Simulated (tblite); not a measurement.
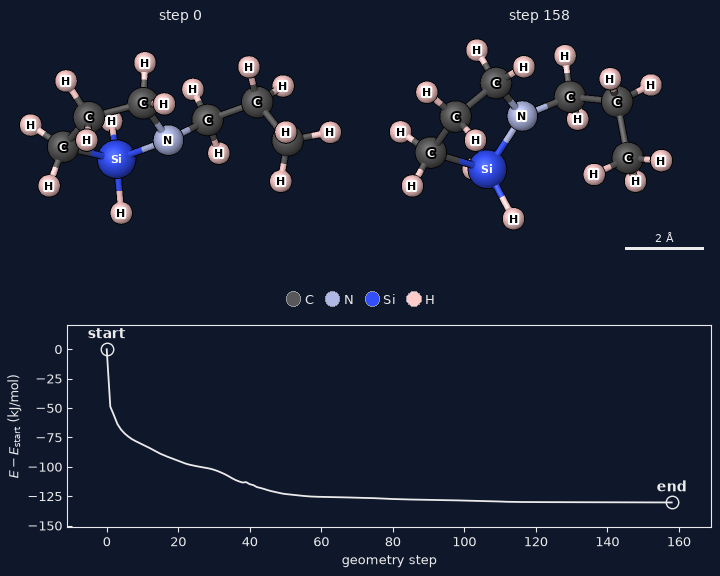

First and last geometry of a relaxation of C$_{6}$H$_{15}$NSi, with the history of the run. A ball-and-stick model, seen from a free direction.

The calculation used GFN2-xTB geometry optimisation, gas phase in tblite. 

What do the curves and the structures tell?

Answer. It converged. The atom that moves furthest after the best rigid fit is an H atom (1.88 Å). By element the largest moves are H 1.88 Å, N 0.76 Å, C 0.70 Å, Si 0.45 Å. Some distances before and after: N–Si 1.818 → 1.711 Å, C–C 1.465 → 1.526 Å, C–Si 1.849 → 1.898 Å, C–C 1.489 → 1.535 Å. Among the angles between lasting bonds that change: C–N–Si 103.6° → 127.1°, C–N–Si 102.8° → 114.7°, Si–C–H 106.3° → 114.7°. Groups turn about C–C by about 40°, C–Si by about 35°, C–C by about 35°. Over 158 geometry steps the energy falls by 130.2 kJ/mol.

| step | E − E(0), kJ/mol |
| --- | --- |
| 0 | 0.00 |
| 1 | -48.72 |
| 2 | -56.01 |
| 3 | -63.62 |
| 4 | -68.28 |
| 5 | -71.56 |
| 6 | -74.13 |
| 7 | -76.32 |
| 8 | -77.99 |
| 9 | -79.47 |
| 10 | -80.92 |
| 18 | -92.56 |
| 26 | -99.93 |
| 33 | -106.19 |
| 41 | -115.49 |
| 49 | -122.62 |
| 57 | -125.17 |
| 65 | -125.80 |
| 72 | -126.36 |
| 80 | -127.31 |
| 88 | -127.92 |
| 96 | -128.34 |
| 103 | -128.84 |
| 111 | -129.58 |
| 119 | -129.91 |
| 127 | -129.99 |
| 135 | -130.04 |
| 142 | -130.10 |
| 150 | -130.19 |
| 158 | -130.25 |
